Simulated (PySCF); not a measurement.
Input

```
{"job": {"kind": "nmr", "xc": "PBE0", "basis": "pcSseg-2"}, "charge": 0, "multiplicity": 1}
Si    -0.922710    -2.088782    -0.059433
F     -1.488478    -1.492268    -1.469733
O     -0.023151    -0.778789     0.465507
Si     0.581719     0.716867     0.301723
F     -0.556034     1.814215     0.491877
F      1.702236     0.966727     1.403893
F      1.242729     0.918604    -1.132448
```

Run with:

```sh
OMP_NUM_THREADS=1 python cluster_run.py task.json out
```

Geometry: PBE0-D3(BJ)/def2-SVP.

Method: PBE0/pcSseg-2, SCF density, gas phase, non-relativistic in PySCF 2.14.0.

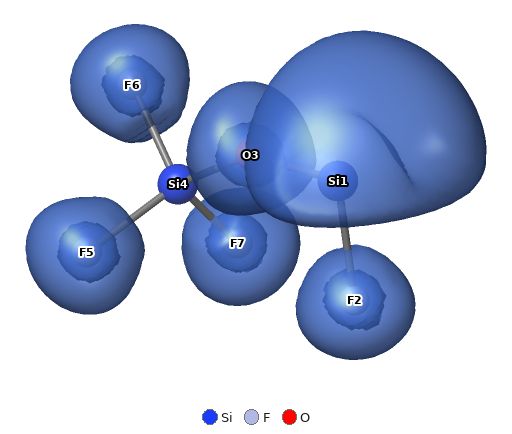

F4OSi2. Isosurface of the ELF at 0.75 (blue), seen at an oblique angle. Core shells and regions of very low density are left out.

Identify the bonds, lone pairs and shells in this picture.

Answer. The surface consists of one region on O in which the atom's valence shell and bonds are merged, one lobe on Si, pointing away from the bonds (lone pairs) and four regions wrapped around F (its lone pairs, merged into a ring or cap). Along the contacts the grid gives the following. Si–F (1.59 Å): the ELF peaks at about 0.85 in the valence shell of F, 0.5 Å from its nucleus, and is about 0.55 at the midpoint. Si–O (1.62 Å): the ELF peaks at about 0.85 between the atoms: a polar covalent bond.
